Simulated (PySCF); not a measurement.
ZrH (charge −1, triplet)

```xyz
2

Zr    0.0000    0.0000   -0.0214
H     0.0000    0.0000    1.9066
```

⟨S²⟩ = 2.09, above the pure value of 2.00; core potentials replace the inner electrons of Zr.

Theory: PBE0/def2-TZVPPD, non-relativistic Hamiltonian with scalar-relativistic core potentials where named, at a bond length of 1.928 Å in PySCF.

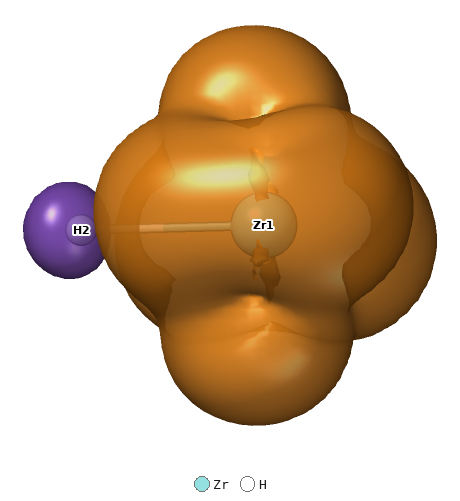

Figure 1. Isosurfaces of the spin density at +0.015 (orange) and −0.015 e/Å³ (purple), seen from one side.

Q: Where is the unpaired spin?

A: The unpaired spin (2 electrons) lies mostly on Zr1 (about 2.0), in electrons by Hirshfeld's partition.

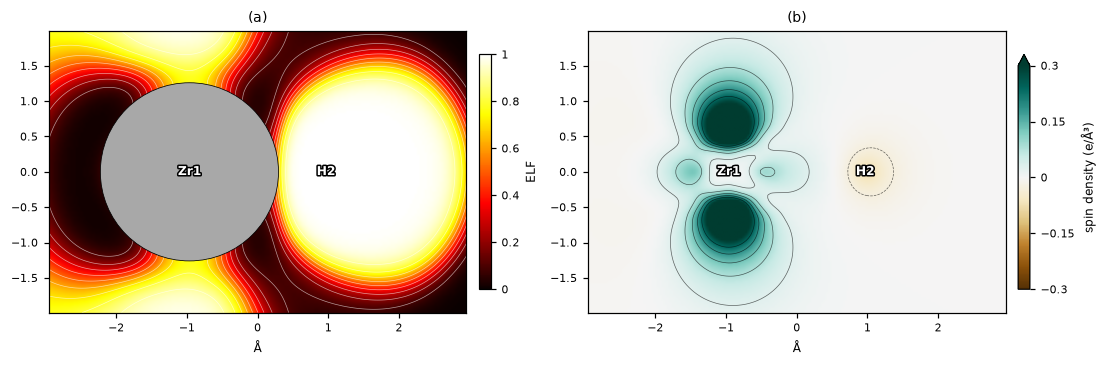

Figure 2. (a) electron localisation function; (b) spin density (α minus β) on a plane that holds the molecular axis. Grey discs cover the atomic cores in the ELF map.

Q: What do the fields say about this system?

A: The plane passes through Zr and H nuclei. Zr–H (1.93 Å): the ELF climbs to about 1 towards the hydrogen.
